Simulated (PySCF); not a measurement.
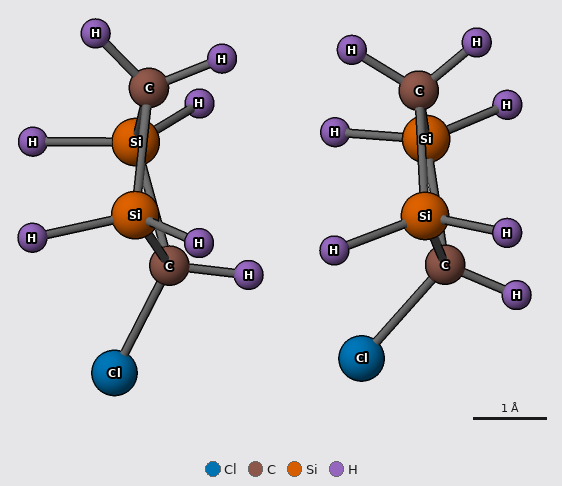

Two geometries of C2H7ClSi2, drawn at one scale. One is the start of a relaxation, the other its converged end. The picture is a ball-and-stick view, seen from a free direction.

All numbers below come from PBE0-D3(BJ)/def2-SVP geometry optimisation, gas phase (PySCF). 

Q: Which geometry has the lower energy?

A: The left one is the relaxed one. The start comes from GFN2-xTB. Its atoms were then displaced at random by about 0.01 Å. The largest move after the best rigid fit is that of the Cl atom, 0.52 Å. By element the largest moves are Cl 0.52 Å, H 0.49 Å, C 0.16 Å, Si 0.16 Å. Among the contacts that change: C–Si 1.954 → 1.903 Å, H–Si 1.452 → 1.495 Å, C–Cl 1.811 → 1.778 Å, C–H 1.071 → 1.102 Å. Bond angles that change, for instance: Cl–C–Si 114.9° → 120.8°, Si–C–Si 92.7° → 87.3°, Si–C–H 114.2° → 109.0°. The energy falls by 4.17 kcal/mol in 16 geometry steps. Cost: 89 s on 1 thread of Arm Neoverse V1 (shared host).
